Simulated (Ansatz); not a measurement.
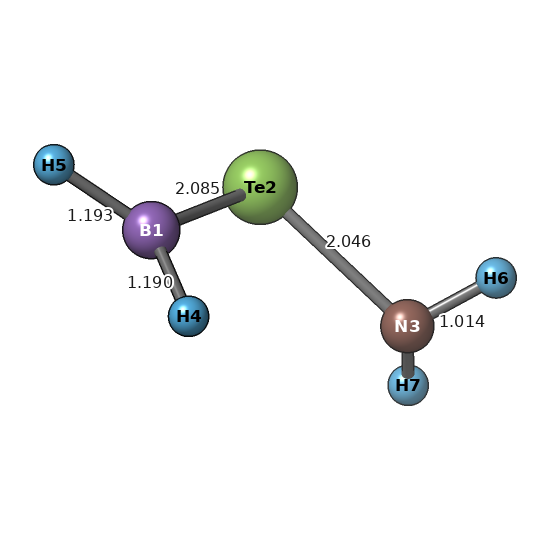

Bond lengths are marked in Å; every bond is drawn as one stick. The geometry was computed by an optimisation with PBE0-D4/def2-TZVP. No frequency run is at hand to confirm it as a minimum.

Q: Which of the marked bonds are single, double, triple or aromatic?

A: B1–Te2 single; B1–H4 single; B1–H5 single; Te2–N3 single; N3–H6 single.

Q: Write the SMILES.

A: B[Te]N
